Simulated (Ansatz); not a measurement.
Geometry relaxation, with input and output: SiPH7O (part 1 of 2)

System: SiPH7O.
Method: RKS LDA/6-31G* (Ansatz 0.2.0).

The input holds or restrains some coordinates. It belongs to a series of runs on one base structure; here: pulled along the bonds that form and break, towards end B.

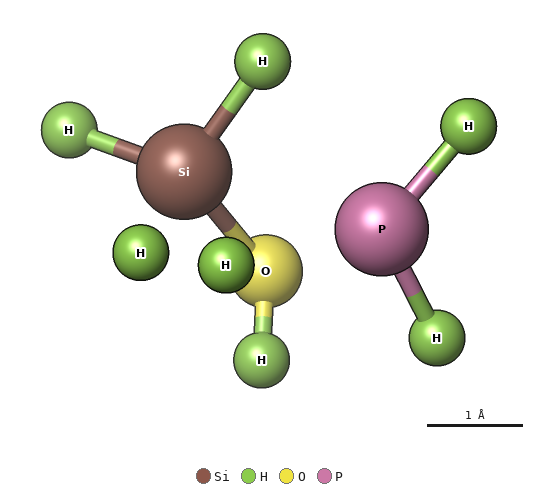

The input geometry (ball-and-stick view, seen at a tilt). Bond lengths as drawn: H–O 1.01 Å, H–P 1.42 Å, H–Si 1.46 Å and O–Si 1.68 Å.

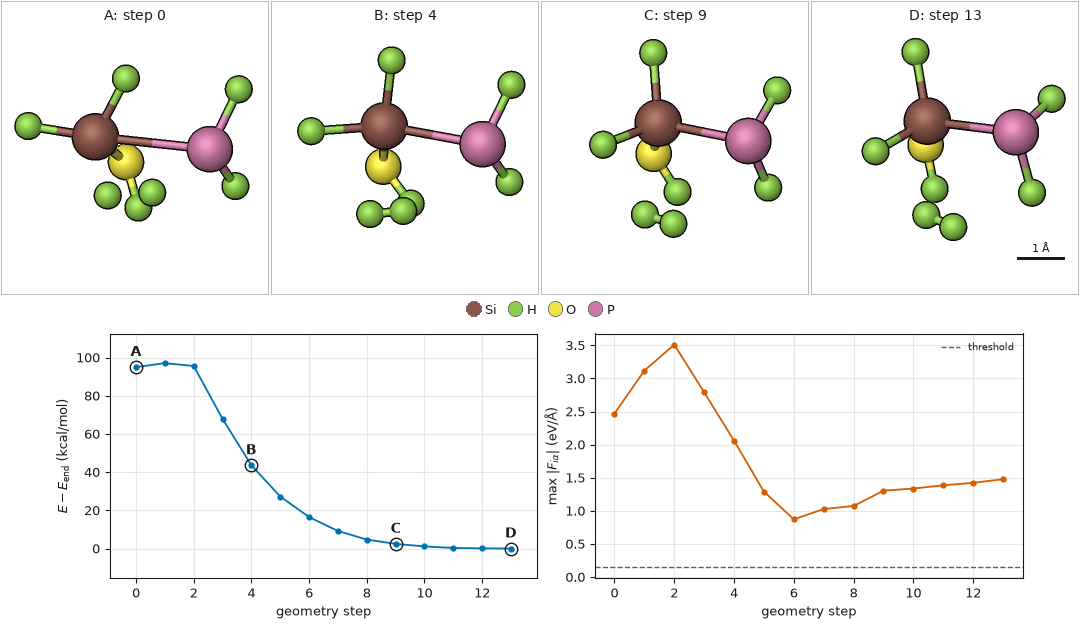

Frames of the restrained relaxation (ball-and-stick view, seen at a tilt) above the curves, on which the letters mark them (the first geometry is step 0 here and step 1 in the log).

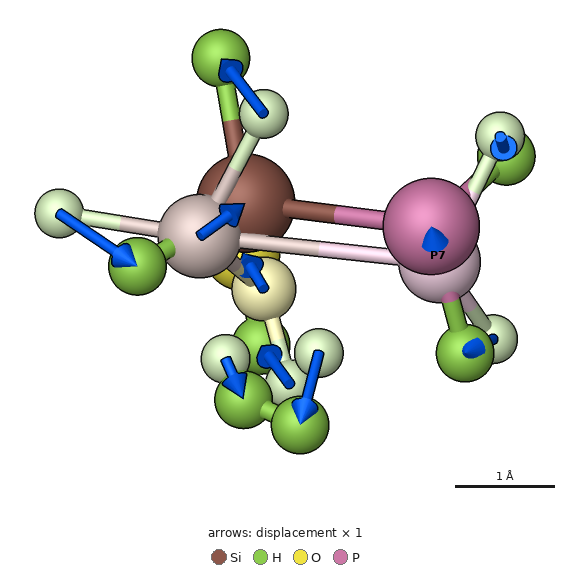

Start (faint) and end (solid) with the displacements as blue arrows, at true length (ball-and-stick view, seen at a tilt). The two geometries are laid on each other by the best rigid fit. H4 moves most after the best rigid fit: 1.16 Å. By element the largest moves are H 1.16 Å, Si 0.65 Å, O 0.62 Å, P 0.58 Å. Distances before and after: Si1–P7 2.480 → 2.201 Å, H2–H10 0.952 → 0.721 Å, Si1–H4 1.459 → 1.506 Å, Si1–H3 1.460 → 1.499 Å. New bonds form: H2–H10 (0.95 → 0.72 Å). Among the angles that change: H4–Si1–P7 176.6° → 108.5°, O5–Si1–P7 72.8° → 117.5°, H3–Si1–P7 67.2° → 105.8°. The energy falls by 95.0 kcal/mol in 13 geometry steps. The largest force component goes from 2.5 to 1.5 eV/Å. (Atoms are counted from 1 in the order of the input.)

The input that produced these results follows, with the program's output.

The input:
```yaml
crystal:
  periodic: [false, false, false]
  atoms:
    - { symbol: Si, position_ang: [0.0, 0.0, 0.0] }
    - { symbol: H, position_ang: [0.0, 0.0, 1.81] }
    - { symbol: H, position_ang: [1.3768, 0.0, -0.4862] }
    - { symbol: H, position_ang: [-0.6877, 1.1914, -0.4862] }
    - { symbol: O, position_ang: [-0.7913, -1.3709, -0.5594] }
    - { symbol: H, position_ang: [-1.2459, -1.8365, 0.2129] }
    - { symbol: P, position_ang: [1.2944, -1.9656, 0.782] }
    - { symbol: H, position_ang: [0.4981, -3.1353, 0.6631] }
    - { symbol: H, position_ang: [2.4646, -2.108, -0.0096] }
    - { symbol: H, position_ang: [0.522, -0.7926, 1.8858] }
basis:
  gaussian: { orbitals: "6-31G*" }
hamiltonian:
  xc: lda
relax:
  f_tol: 0.15
  max_steps: 25
  restrain:
    - { distance: [0, 6], at: 2.18, k: 30.0 }
    - { distance: [9, 1], at: 0.66, k: 30.0 }
    - { distance: [0, 1], at: 2.66, k: 30.0 }
    - { distance: [9, 6], at: 2.62, k: 30.0 }
```

Run as:
```bash
ansatz run input.yaml --threads 1 --pin off --max-ram 2048MiB --backend cpu --events-out ev --progress --plain --runs-dir out
```

Output:
```
The last accepted step is kept in [file] (removed where the run ends without a failure and the disk answers)
Engine: ansatz 0.2.0, aarch64-unknown-linux-gnu
Functional definition: SPW92
  exchange = slater_x
  correlation = pw_c
875 factors; their error is unknown
mean field evaluation 1: about -19233.2092 eV, gradient 5.6e1 eV
mean field evaluation 2: about -19161.1285 eV, gradient 1.7e2 eV
mean field evaluation 4: about -19238.4171 eV, gradient 1.7e1 eV
mean field evaluation 8: about -19239.4732 eV, gradient 1.5e-1 eV
mean field evaluation 16: about -19239.4222 eV, gradient 2.2e-4 eV
mean field -19239.42224940 eV, -707.0357267166 hartree, gradient 3.0e-5 eV, S^2 0.000000; 1 other end points of the search recorded, 0 dependent functions left out
the calculation of the forces begins
reference -19239.42228307 eV, -707.0357279538 hartree; 22, 22 occupied and 45, 45 virtual orbitals, 875 factors
relax step   1: F+E_penalty+E_count = -19239.42224940 eV  Δ(F+E_penalty+E_count) = +0.000e0 eV  max|allowed force component| = 2.469e0 eV/Å  E_restraint = 23.89300307 eV  max|allowed force component, restraints' pulls added| = 2.576e1 eV/Å  Δτ_max = 0.0000 Å  (40 SCF iters, accepted)
  distance Si 0 - P 6 = 2.4800 Å
  distance H 9 - H 1 = 0.9521 Å
  distance Si 0 - H 1 = 1.8100 Å
  distance H 9 - P 6 = 1.7863 Å
these checks for a lower state are left out or cut short: starts, cluster_reference, orbital_swaps, neighbouring_geometries, increment
875 factors; their error is unknown
mean field -19239.33192237 eV, -707.0324072596 hartree, gradient 2.2e-5 eV, S^2 0.000000; 0 other end points of the search recorded, 0 dependent functions left out
[... from here on the field's lines of each further geometry are left out, up to the last ...]
relax step   2: F+E_penalty+E_count = -19239.33192237 eV  Δ(F+E_penalty+E_count) = +9.033e-2 eV  max|allowed force component| = 3.118e0 eV/Å  E_restraint = 9.91875595 eV  max|allowed force component, restraints' pulls added| = 1.617e1 eV/Å  Δτ_max = 0.1947 Å  (34 SCF iters, accepted)
relax step   3: F+E_penalty+E_count = -19239.39699462 eV  Δ(F+E_penalty+E_count) = -6.507e-2 eV  max|allowed force component| = 3.511e0 eV/Å  E_restraint = 2.69400069 eV  max|allowed force component, restraints' pulls added| = 7.852e0 eV/Å  Δτ_max = 0.1947 Å  (33 SCF iters, accepted)
relax step   4: F+E_penalty+E_count = -19240.59619368 eV  Δ(F+E_penalty+E_count) = -1.199e0 eV  max|allowed force component| = 2.791e0 eV/Å  E_restraint = 0.18857146 eV  max|allowed force component, restraints' pulls added| = 2.073e0 eV/Å  Δτ_max = 0.1985 Å  (32 SCF iters, accepted)
relax step   5: F+E_penalty+E_count = -19241.65197950 eV  Δ(F+E_penalty+E_count) = -1.056e0 eV  max|allowed force component| = 2.060e0 eV/Å  E_restraint = 0.06594142 eV  max|allowed force component, restraints' pulls added| = 1.449e0 eV/Å  Δτ_max = 0.1947 Å  (30 SCF iters, accepted)
relax step   6: F+E_penalty+E_count = -19242.35940719 eV  Δ(F+E_penalty+E_count) = -7.074e-1 eV  max|allowed force component| = 1.290e0 eV/Å  E_restraint = 0.11566686 eV  max|allowed force component, restraints' pulls added| = 1.179e0 eV/Å  Δτ_max = 0.1924 Å  (26 SCF iters, accepted)
relax step   7: F+E_penalty+E_count = -19242.82652807 eV  Δ(F+E_penalty+E_count) = -4.671e-1 eV  max|allowed force component| = 8.718e-1 eV/Å  E_restraint = 0.12833038 eV  max|allowed force component, restraints' pulls added| = 1.034e0 eV/Å  Δτ_max = 0.1954 Å  (27 SCF iters, accepted)
relax step   8: F+E_penalty+E_count = -19243.14184273 eV  Δ(F+E_penalty+E_count) = -3.153e-1 eV  max|allowed force component| = 1.027e0 eV/Å  E_restraint = 0.10294513 eV  max|allowed force component, restraints' pulls added| = 6.097e-1 eV/Å  Δτ_max = 0.2000 Å  (26 SCF iters, accepted)
relax step   9: F+E_penalty+E_count = -19243.33685942 eV  Δ(F+E_penalty+E_count) = -1.950e-1 eV  max|allowed force component| = 1.073e0 eV/Å  E_restraint = 0.08793483 eV  max|allowed force component, restraints' pulls added| = 3.913e-1 eV/Å  Δτ_max = 0.2000 Å  (26 SCF iters, accepted)
relax step  10: F+E_penalty+E_count = -19243.43499189 eV  Δ(F+E_penalty+E_count) = -9.813e-2 eV  max|allowed force component| = 1.305e0 eV/Å  E_restraint = 0.07653141 eV  max|allowed force component, restraints' pulls added| = 3.003e-1 eV/Å  Δτ_max = 0.1950 Å  (27 SCF iters, accepted)
relax step  11: F+E_penalty+E_count = -19243.49253923 eV  Δ(F+E_penalty+E_count) = -5.755e-2 eV  max|allowed force component| = 1.337e0 eV/Å  E_restraint = 0.07307494 eV  max|allowed force component, restraints' pulls added| = 2.738e-1 eV/Å  Δτ_max = 0.1999 Å  (26 SCF iters, accepted)
relax step  12: F+E_penalty+E_count = -19243.52801468 eV  Δ(F+E_penalty+E_count) = -3.548e-2 eV  max|allowed force component| = 1.385e0 eV/Å  E_restraint = 0.06811340 eV  max|allowed force component, restraints' pulls added| = 1.342e-1 eV/Å  Δτ_max = 0.2000 Å  (26 SCF iters, accepted)
relax step  13: F+E_penalty+E_count = -19243.53607776 eV  Δ(F+E_penalty+E_count) = -8.063e-3 eV  max|allowed force component| = 1.423e0 eV/Å  E_restraint = 0.06894525 eV  max|allowed force component, restraints' pulls added| = 3.590e-1 eV/Å  Δτ_max = 0.1948 Å  (26 SCF iters, accepted)
the calculation of the forces begins
reference -19243.54121958 eV, -707.1870960789 hartree; 22, 22 occupied and 45, 45 virtual orbitals, 875 factors
relax step  14: F+E_penalty+E_count = -19243.54118668 eV  Δ(F+E_penalty+E_count) = -5.109e-3 eV  max|allowed force component| = 1.477e0 eV/Å  E_restraint = 0.06432096 eV  max|allowed force component, restraints' pulls added| = 3.953e-2 eV/Å  Δτ_max = 0.0551 Å  (27 SCF iters, accepted)
  distance Si 0 - P 6 = 2.2005 Å
  distance H 9 - H 1 = 0.7213 Å
  distance Si 0 - H 1 = 2.6681 Å
  distance H 9 - P 6 = 2.6266 Å
875 factors; their error is unknown
mean field evaluation 128: about -19243.5940 eV, gradient 1.1e-1 eV
mean field -19243.54118668 eV, -707.1870948700 hartree, gradient 2.0e-5 eV, S^2 0.000000; 1 other end points of the search recorded, 0 dependent functions left out
the calculation of the forces begins
reference -19243.54121958 eV, -707.1870960789 hartree; 22, 22 occupied and 45, 45 virtual orbitals, 875 factors
Total energy: -19243.54121958 eV, -707.1870960789 hartree
Atom 0 at     0.310599    -0.454185    -0.398919 Å, force    -0.389289     0.279167    -0.553383 eV/Å
Atom 1 at    -0.103087    -0.152602     2.219567 Å, force    -0.833173     1.008465    -1.092799 eV/Å
Atom 2 at     1.132725     0.132062    -1.506166 Å, force    -0.014554    -0.013238     0.002386 eV/Å
Atom 3 at    -0.268170     0.669596     0.419471 Å, force     0.011120     0.008704     0.001168 eV/Å
Atom 4 at    -0.887012    -1.313095    -1.169625 Å, force     0.000512    -0.018766    -0.039535 eV/Å
Atom 5 at    -1.502997    -1.808502    -0.595735 Å, force     0.012986     0.022597    -0.005533 eV/Å
Atom 6 at     1.718770    -1.581756     0.861208 Å, force     0.523148    -0.402419     0.210937 eV/Å
Atom 7 at     0.752866    -2.475845     1.438427 Å, force    -0.003986     0.004263    -0.007230 eV/Å
Atom 8 at     2.067431    -2.493644    -0.197525 Å, force     0.000809     0.010217     0.006581 eV/Å
Atom 9 at     0.209875    -0.539527     2.741698 Å, force     0.692426    -0.898990     1.477409 eV/Å
Dipole moment:    -0.270072    -0.230179     0.161610 e Å
```

Trajectory as extended XYZ (Å, eV, eV/Å), 14 frames, from step=1 to step=14:
```
10
Properties=species:S:1:pos:R:3:forces:R:3 step=1 energy=-19239.42225
Si    0.0000    0.0000    0.0000    0.3379  -2.2243   0.1621
H     0.0000    0.0000    1.8100   -0.5243   1.0477  -0.4359
H     1.3768    0.0000   -0.4862    0.6211   1.3104  -0.3266
H    -0.6877    1.1914   -0.4862   -0.6840   0.7986   0.1527
O    -0.7913   -1.3709   -0.5594   -2.4687   0.4594   0.2659
H    -1.2459   -1.8365    0.2129    0.6102   0.5212  -1.3294
P     1.2944   -1.9656    0.7820    0.2194  -0.4027   1.4443
H     0.4981   -3.1353    0.6631    0.5261  -0.4955  -0.0173
H     2.4646   -2.1080   -0.0096    0.2111  -0.4807   0.2501
H     0.5220   -0.7926    1.8858    1.1512  -0.5343  -0.1658
```
